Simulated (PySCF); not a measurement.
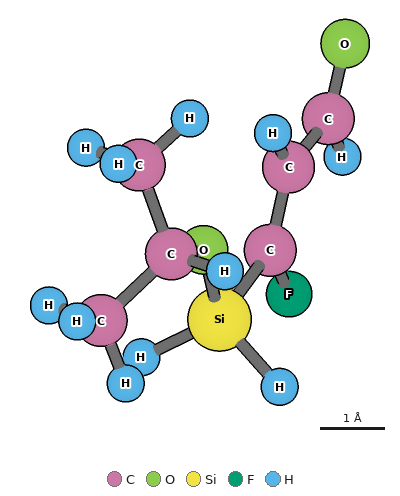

The structure (ball-and-stick view, seen at a tilt).

# NMR shielding calculation, with input and output: C6H11FO2Si

- system: C6H11FO2Si
- method: GIAO PBE0/pcSseg-1 NMR shielding, non-relativistic, gas phase (PySCF 2.14.0)

The geometry comes from this level: GFN2-xTB. It belongs to a series of runs on one base structure; here: H on Si replaced by OiPr. Figures and captions count atoms from 1; the log counts them from 0 in places.

**Log**
```
coarse grid: 18224 points
cycle   1  E = -774.0013321396  dE =  1.383e+00  |g| = 1.086e+00  |ddm| = 4.050e+00
cycle   2  E = -773.3307990097  dE =  6.705e-01  |g| = 2.099e+00  |ddm| = 3.480e+00
cycle   3  E = -774.2132712672  dE = -8.825e-01  |g| = 2.871e-01  |ddm| = 2.913e+00
cycle   4  E = -774.2284780012  dE = -1.521e-02  |g| = 1.239e-01  |ddm| = 3.521e-01
cycle   5  E = -774.2309213416  dE = -2.443e-03  |g| = 3.754e-02  |ddm| = 1.211e-01
cycle   6  E = -774.2311867056  dE = -2.654e-04  |g| = 9.699e-03  |ddm| = 3.309e-02
cycle   7  E = -774.2312046543  dE = -1.795e-05  |g| = 2.684e-03  |ddm| = 9.700e-03
cycle   8  E = -774.2312058274  dE = -1.173e-06  |g| = 1.131e-03  |ddm| = 2.986e-03
final grid: 172288 points
cycle   9  E = -774.3187319295  dE = -3.045e-05  |g| = 1.536e-02  |ddm| = 2.908e-02
cycle  10  E = -774.3186312325  dE =  1.007e-04  |g| = 2.783e-02  |ddm| = 3.305e-02
cycle  11  E = -774.3187759302  dE = -1.447e-04  |g| = 3.508e-03  |ddm| = 2.395e-02
cycle  12  E = -774.3187783959  dE = -2.466e-06  |g| = 4.692e-04  |ddm| = 3.010e-03
cycle  13  E = -774.3187784258  dE = -2.983e-08  |g| = 2.160e-04  |ddm| = 5.467e-04
cycle  14  E = -774.3187784350  dE = -9.172e-09  |g| = 4.376e-05  |ddm| = 2.158e-04
cycle  15  E = -774.3187784353  dE = -3.811e-10  |g| = 1.902e-05  |ddm| = 5.172e-05
```

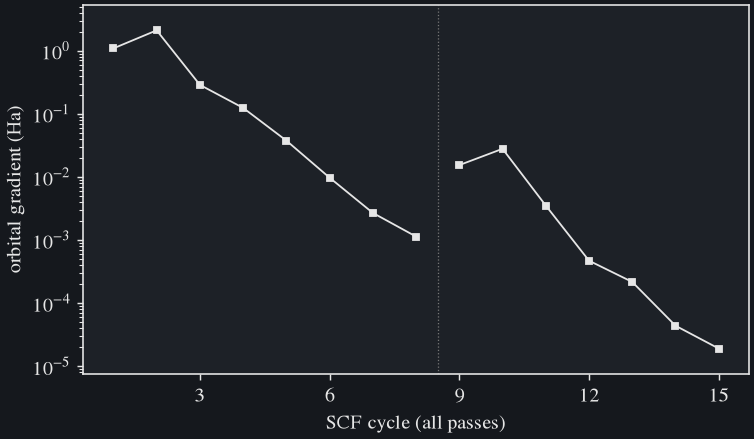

Convergence of the self-consistent field: orbital gradient against the SCF cycle. The dotted line marks the change from a coarse to the final integration grid. The first 8 cycles use a coarse grid, the final grid takes over at cycle 9, and the field converges after 15 cycles in all.

```
converged SCF energy = -774.3187784353

GIAO shielding tensors (ppm)
atom      isotropic    diamagn.    paramagn.     s11        s22        s33       span
  0 C      160.015     251.478     -91.463    144.775    150.720    184.550     39.775
  1 C      116.380     237.947    -121.568     88.046    102.997    158.097     70.051
  2 C      159.148     248.732     -89.584    140.550    150.756    186.139     45.589
  3 O      289.607     405.006    -115.399    256.992    279.670    332.158     75.166
  4 Si     400.233     883.787    -483.554    354.602    383.622    462.476    107.874
  5 C       -6.669     263.021    -269.690   -107.102     18.390     68.704    175.807
  6 F      278.788     472.665    -193.877    140.893    218.422    477.049    336.156
  7 C       55.949     257.313    -201.364    -53.667     80.771    140.744    194.411
  8 C       -3.339     242.977    -246.316    -90.980    -27.433    108.395    199.375
  9 O     -371.233     394.906    -766.139  -1089.142   -415.074    390.516   1479.658
 10 H       30.256      30.887      -0.631     26.166     28.888     35.713      9.546
 11 H       30.345      31.703      -1.358     28.134     28.493     34.409      6.275
 12 H       30.415      28.798       1.617     26.081     28.262     36.902     10.821
 13 H       27.293      30.578      -3.285     24.087     26.306     31.486      7.399
 14 H       29.956      31.357      -1.400     25.846     28.145     35.878     10.031
 15 H       30.689      29.240       1.449     26.412     28.343     37.313     10.901
 16 H       30.437      31.557      -1.120     27.913     28.865     34.533      6.620
 17 H       26.511      31.538      -5.027     22.725     25.803     31.004      8.278
 18 H       26.513      30.794      -4.281     23.060     25.000     31.479      8.420
 19 H       25.572      36.559     -10.987     22.169     23.511     31.037      8.868
 20 H       21.187      25.260      -4.072     18.437     20.923     24.202      5.765
```

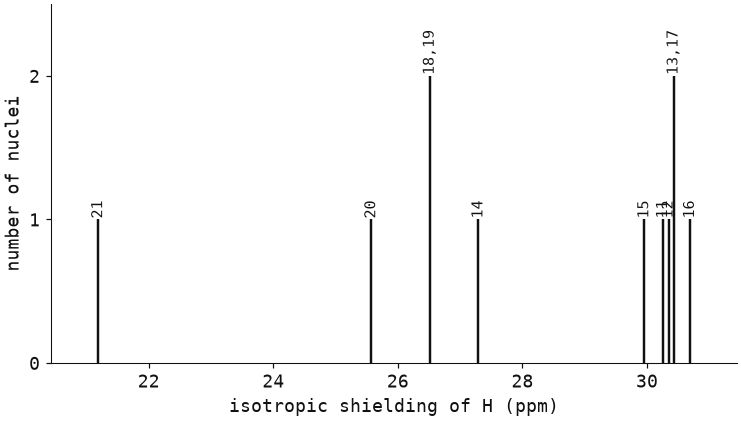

Isotropic shieldings of the hydrogen nuclei in this fixed geometry, labelled by atom number; shielding grows to the right, so chemical shift grows to the left. The least shielded is H21 (21.2 ppm), the most shielded H16 (30.7 ppm).

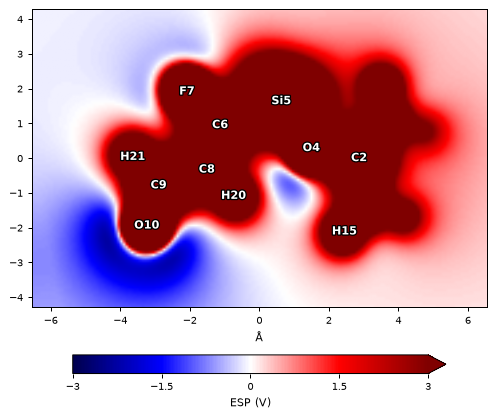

Molecular electrostatic potential on the plane of atoms Si5, C6 and F7. The section cuts through C, O, Si, F and H sites.

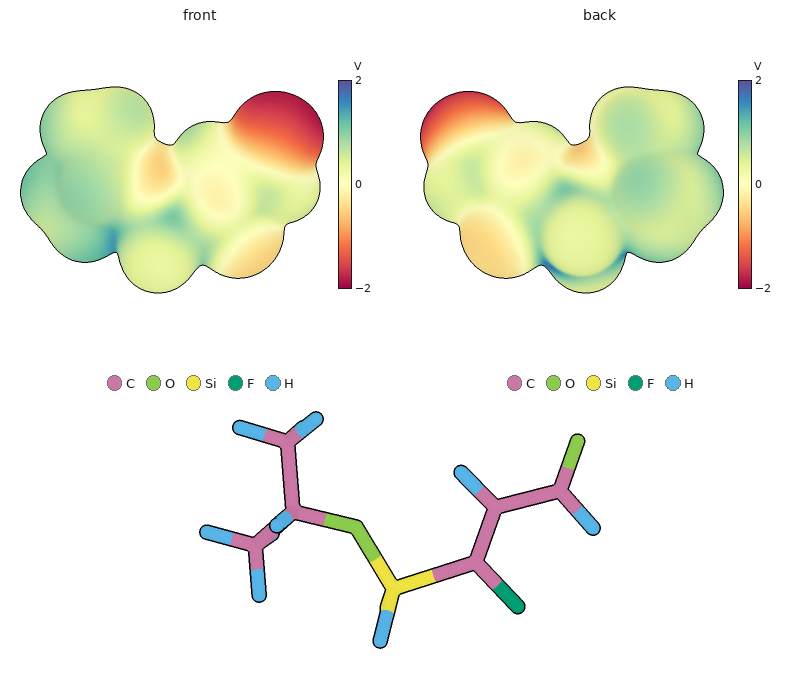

The electrostatic potential painted on the density surface at 0.002 e/bohr³, seen at a tilt and from behind; the colour scale runs from red (negative) to blue (positive). The bare structure is drawn below in the same view. Its dipole moment is 5.22 D.

The run was set up as follows.

**Input file**
```
{"job": {"kind": "nmr", "xc": "PBE0", "basis": "pcSseg-1"}, "charge": 0, "multiplicity": 1}
C     -2.773513    -0.189297    -0.319418
C     -1.691216    -0.165835     0.750779
C     -1.757527     1.111050     1.583181
O     -0.399701    -0.245198     0.193627
Si     0.221555    -1.004147    -1.076130
C      2.053149    -0.547433    -0.897576
F      2.820786    -1.053676    -1.885269
C      2.631857     0.182834     0.060295
C      4.058199     0.481897     0.129078
O      4.579906     1.134506     0.999090
H     -2.719586    -1.114353    -0.887652
H     -2.636783     0.646694    -1.000477
H     -3.753995    -0.114076     0.142224
H     -1.815960    -1.038058     1.408730
H     -0.956600     1.117653     2.317454
H     -2.710896     1.174550     2.099653
H     -1.642658     1.978223     0.937687
H     -0.260242    -0.509890    -2.368025
H      0.088294    -2.462500    -1.020626
H      2.003588     0.579324     0.842327
H      4.652425     0.054675    -0.700020
```

The first line tells a small driver script what to run in PySCF; the rest is the geometry in Å.

Command:
```bash
OMP_NUM_THREADS=1 python <driver script> task.json out
```

**Key numbers**

```csv
quantity,value
outcome,converged
total energy,−774.318778 hartree
HOMO,−7.31 eV
LUMO,−1.85 eV
dipole moment,5.22 D
"isotropic shielding, C",−6.7 to 160.0 ppm
"isotropic shielding, O",−371.2 to 289.6 ppm
"isotropic shielding, Si",400.2 ppm
"isotropic shielding, F",278.8 ppm
"isotropic shielding, H",21.2 to 30.7 ppm
hardware,"1 CPU thread, shared host"
wall time,1.9 min
peak memory,1.1 GiB
```
